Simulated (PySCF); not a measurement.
SMILES CC[SiH2][SiH2]C(F)(F)F (C3H9F3Si2), singlet at its GFN2-xTB optimised geometry (Å):

```
17

C     -2.4482    -2.3652    -3.6684
C     -2.8556    -2.3607    -2.1992
Si    -2.0078    -0.9768    -1.1971
Si     0.2884    -1.1979    -1.4761
C      1.0822    -0.2087     0.0000
F      2.4280    -0.2087     0.0000
F      0.7079     1.0914     0.0000
F      0.7081    -0.6967     1.2046
H     -2.7012    -1.4186    -4.1405
H     -2.9597    -3.1590    -4.2100
H     -1.3752    -2.5210    -3.7731
H     -3.9383    -2.2477    -2.1329
H     -2.6239    -3.3341    -1.7630
H     -2.4810     0.3225    -1.7020
H     -2.4280    -1.0914     0.2065
H      0.9205    -2.5126    -1.3149
H      0.9384    -0.5620    -2.6275
```

Method: PBE/def2-SVP in PySCF. Cells within 0.4 Å of a nucleus heavier than hydrogen are left out (blank, or x).

Map of the electron localisation function on the plane z = 1.0 Å:

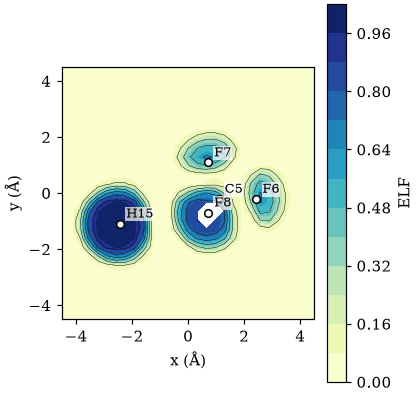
Electron localisation function on the plane z = 1.0 Å.
